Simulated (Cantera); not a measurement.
A closed system holds: 1 mol Fe3O4, 4.1 mol CH4, 3.8 mol H2, equilibrated at 0.810 bar.

Cantera equilibrium calculation (NASA polynomials, part measured and part estimated; ideal gas, pure solids and liquids). Candidate condensed phases: C, C6H6, C7H8, C8H18, Fe, Fe(CO)5, FeO, Fe(OH)2, Fe(OH)3, Fe2O3, Fe3O4, H2O; 114 gas species. Iron dissolves carbon and melts from about 1420 K in contact with it, which pure phases cannot show. Condensed phases not in the tables: cementite and carbon dissolved in iron. Equilibrium is a limit: real reactors are often held back by kinetics, nucleation or transport.

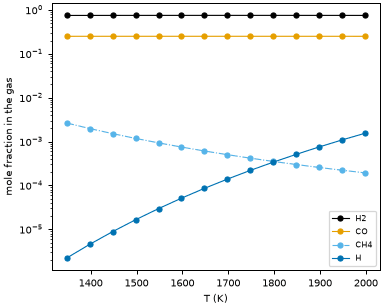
*Equilibrium gas composition (values under 1e-9 drawn at 1e-9)*

Problem. Read off the mole fractions at 1648 K.

Solution. H2 about 0.75, CO about 0.25, CH4 about 0.00061, H about 8.6e-5.
